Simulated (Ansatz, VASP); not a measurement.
# Be2GaSe4: VASP beside Ansatz, part 2 of 2

One calculation is typed for both programs; each brings its own data sets and cutoff. How far apart do they land? The cell is invented: As first built, before any earlier steps moved the atoms: it takes the Zn2GaSe4 structure with some of its atoms replaced by other elements, volume scaled by an estimate. It may not be a known or stable phase. The cell comes out of the VASP series on this material, whose earlier steps may have relaxed, scaled or displaced it; both programs get it as it stands.

VASP 6.6.1 and Ansatz 0.2.0.

So far. Step 3 (Ansatz: single point, PBE): The run ends at a pressure of -0.04 GPa, with forces up to 0.021 eV/Å. Step 5 (Ansatz: single point, PBEsol, spin-orbit coupling): The run ends at a pressure of -2.54 GPa, with forces up to 0.080 eV/Å.

### Step 6. VASP: single point, PBEsol, spin-orbit coupling

Level of this step: PBEsol, spin-orbit coupling; plane waves and PAW (Se, Ga_d, Be); invented cell (VASP).

The same cell, functional, mesh and smearing now go to VASP, with its own data sets and cutoff.

Contents of INCAR:

```
SYSTEM = Be2GaSe4
PREC = Accurate
ENCUT = 400
EDIFF = 1E-06
NELM = 100
ISMEAR = 0
SIGMA = 0.05
LREAL = .FALSE.
ALGO = Normal
GGA = PS
LNONCOLLINEAR = .TRUE.
MAGMOM = 0 0 0 0 0 0 0 0 0 0 0 0 0 0 0 0 0 0 0 0 0
NBANDS = 54
GGA_COMPAT = .FALSE.
LASPH = .TRUE.
LSORBIT = .TRUE.
LORBIT = 11
LWAVE = .FALSE.
LCHARG = .FALSE.
KPAR = 2
ISIF = 2
```

Contents of POSCAR:

```
Be2GaSe4
1.0
   -2.5665471488      2.5665471488      5.5308933266
    2.5665471488     -2.5665471488      5.5308933266
    2.5665471488      2.5665471488     -5.5308933266
Se Ga Be
4 1 2
Direct
    0.8615858839      0.4028629617      0.0000000000
    0.4028629617      0.8615858839      0.0000000000
    0.5971370383      0.5971370383      0.4587229221
    0.1384141161      0.1384141161      0.5412770779
    0.0000000000      0.0000000000      0.0000000000
    0.2500000000      0.7500000000      0.5000000000
    0.7500000000      0.2500000000      0.5000000000
```

Contents of KPOINTS:

```
Automatic mesh
0
Gamma
5 5 5
0 0 0
```

PAW data sets: Se, Ga_d and Be (PBE family, release 64).

Started as:

```console
$ mpirun -np 2 vasp_ncl
```

Numbers of over 12 decimals in the logs are rounded to 6 here.

The program printed:

```text
[banner, memory and clock lines left out]
running    2 mpi-ranks, on    1 nodes
[...]
|                                                                             |
|               ----> ADVICE to this user running VASP <----                  |
|                                                                             |
|     You enforced a specific xc type in the INCAR file but a different       |
|     [... a line on the potential file left out ...]
|     I HOPE YOU KNOW WHAT YOU ARE DOING!                                     |
|                                                                             |

 LDA part: xc-table for (Slater+PW92), standard interpolation
 POSCAR, INCAR and KPOINTS ok, starting setup
[...]
entering main loop
       N       E                     dE             d eps       ncg     rms          rms(c)
DAV:   1     0.296100329362E+03    0.29610E+03   -0.14460E+04  2680   0.133E+03
DAV:   2     0.171151347921E+02   -0.27899E+03   -0.26273E+03  3080   0.335E+02
DAV:   3    -0.282368249383E+02   -0.45352E+02   -0.43783E+02  3020   0.129E+02
DAV:   4    -0.310850124270E+02   -0.28482E+01   -0.27960E+01  3330   0.343E+01
[...]
DAV:  12    -0.306357901614E+02   -0.15061E-04   -0.41076E-05  3020   0.452E-02    0.108E-02
DAV:  13    -0.306357925085E+02   -0.23471E-05   -0.48158E-06  3158   0.204E-02    0.547E-03
DAV:  14    -0.306357927879E+02   -0.27941E-06   -0.54735E-07  1928   0.696E-03
   1 F= -.30635793E+02 E0= -.30633830E+02  d E =-.392534E-02  mag=     0.0000    -0.0000     0.0000
```

OUTCAR, selected parts (step 6):

```text
  Total       -2.1522866     -2.1522866     -2.4126937      0.0000000      0.0000000      0.0000000
  in kB      -23.6622977    -23.6622977    -26.5252211      0.0000000      0.0000000      0.0000000
  external PRESSURE =     -24.6166055 kB  Pullay stress =       0.0000000 kB

 POSITION                                       TOTAL-FORCE (eV/Angst)
 -----------------------------------------------------------------------------------
     -1.17733      1.17733      6.99353        -0.042333      0.042333     -0.055643
      1.17733     -1.17733      6.99353         0.042333     -0.042333     -0.055643
      1.17733      1.17733      4.06825         0.042333      0.042333      0.055643
      1.38921      1.38921     -1.46264        -0.042333     -0.042333      0.055643
      0.00000      0.00000      0.00000        -0.000000      0.000000      0.000000
      2.56655      0.00000      2.76545        -0.000000      0.000000      0.000000
      0.00000      2.56655      2.76545        -0.000000      0.000000     -0.000000
 -----------------------------------------------------------------------------------
    total drift:                                0.000001      0.000001      0.000002

  FREE ENERGIE OF THE ION-ELECTRON SYSTEM (eV)
  ---------------------------------------------------
  free  energy   TOTEN  =       -30.6357927879 eV

  energy  without entropy=      -30.6318674440  energy(sigma->0) =      -30.63383012

 magnetization (x)
# of ion       s       p       d       tot
------------------------------------------
    1        0.000   0.000   0.000   0.000
    2       -0.000  -0.000  -0.000  -0.000
    3       -0.000  -0.000  -0.000  -0.000
    4        0.000   0.000   0.000   0.000
    5        0.000   0.000   0.000   0.000
    6        0.000  -0.000   0.000  -0.000
    7       -0.000  -0.000   0.000  -0.000
--------------------------------------------------
tot         -0.000   0.000  -0.000   0.000

 magnetization (y)
# of ion       s       p       d       tot
------------------------------------------
    1        0.000   0.000   0.000   0.000
    2       -0.000  -0.000  -0.000  -0.000
    3        0.000   0.000   0.000   0.000
    4       -0.000  -0.000  -0.000  -0.000
    5        0.000   0.000   0.000   0.000
    6       -0.000   0.000   0.000   0.000
    7       -0.000   0.000   0.000   0.000
--------------------------------------------------
tot          0.000   0.000   0.000   0.000

 magnetization (z)
# of ion       s       p       d       tot
------------------------------------------
    1       -0.000   0.000   0.000   0.000
    2        0.000  -0.000   0.000  -0.000
    3        0.000  -0.000   0.000  -0.000
    4        0.000   0.000  -0.000  -0.000
    5        0.000   0.000  -0.000  -0.000
    6        0.000   0.000   0.000   0.000
    7       -0.000  -0.000   0.000  -0.000
--------------------------------------------------
tot          0.000  -0.000  -0.000  -0.000

[... 1 part as in an earlier step ...]

[... 2 further parts left out ...]
[key lines of the parts left out:]
E-fermi :   2.5618
```

The run ends at a pressure of -2.46 GPa, with forces up to 0.082 eV/Å.

### Step 7. Differences

What differs besides the data sets and the points named for the pairs above, as far as they apply: spin-orbit coupling enters by fully relativistic files in Ansatz and inside the spheres in VASP; the data sets hold 81 valence electrons in Ansatz (fully relativistic PAW (standard-fr) files) and 41 in VASP; Ansatz makes its cores anew for this functional, VASP keeps those of its PBE data sets. Total energies have different zeros and are not compared.

Compared:

| quantity | Ansatz | VASP | difference |
| --- | --- | --- | --- |
| pressure (GPa) | -2.54 | -2.46 | -0.07 |

Forces (eV/Å; atoms numbered as in POSCAR):

| atom | Ansatz x, y, z | VASP x, y, z |
| --- | --- | --- |
| Se1 | -0.049, 0.049, -0.039 | -0.042, 0.042, -0.056 |
| Se2 | 0.049, -0.049, -0.039 | 0.042, -0.042, -0.056 |
| Se3 | 0.049, 0.049, 0.039 | 0.042, 0.042, 0.056 |
| Se4 | -0.049, -0.049, 0.039 | -0.042, -0.042, 0.056 |
| Ga5 | 0.000, 0.000, 0.000 | 0.000, 0.000, 0.000 |
| Be6 | 0.000, 0.000, 0.000 | 0.000, 0.000, 0.000 |
| Be7 | 0.000, 0.000, 0.000 | 0.000, 0.000, 0.000 |

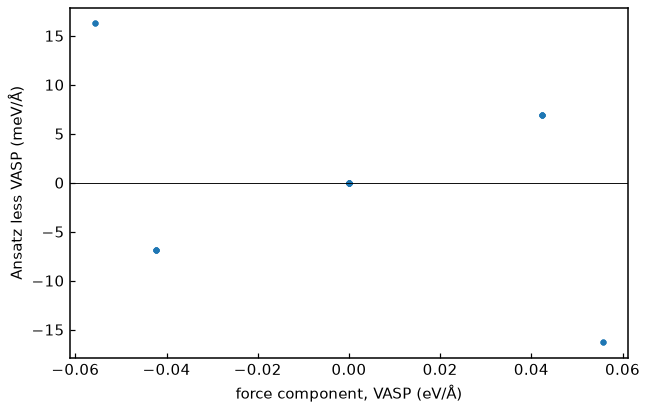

Difference of the force components against their size.

The forces differ by 8.3 meV/Å r.m.s., which is 23.2 % of the r.m.s. force of 0.04 eV/Å (both taken over all components). Ansatz's pressure holds a Pulay correction of 0.02 GPa; VASP's holds none.

### Step 8. Outcome

```yaml
difference_in_pressure_single_point_pbe: -0.073 GPa
r_m_s_force_difference_single_point_pbe: 6.6 meV/Å
r_m_s_force_difference_single_point_pbesol_spin_orbit_coupling: 8.3 meV/Å
```

What this shows: The r.m.s. force difference is 8.3 meV/Å (single point, PBEsol, spin-orbit coupling), within the 12 meV/Å picked in this series as the mark of a large difference. Differences of this kind measure data sets and numerical settings, not the functional's error against experiment.

[Lines on the potential files, build, host, timing and source positions are cut from VASP's logs without a mark.]

[Logs are printed without paths, hosts, clocks, repeated set-up lines and the standing remarks that a program may print on its own settings, such as how far it seeks lower states.]

[Hosts, paths, dates, database ids (printed as entryN), source tags and the programs' standing remarks are cut or masked in the printed files.]
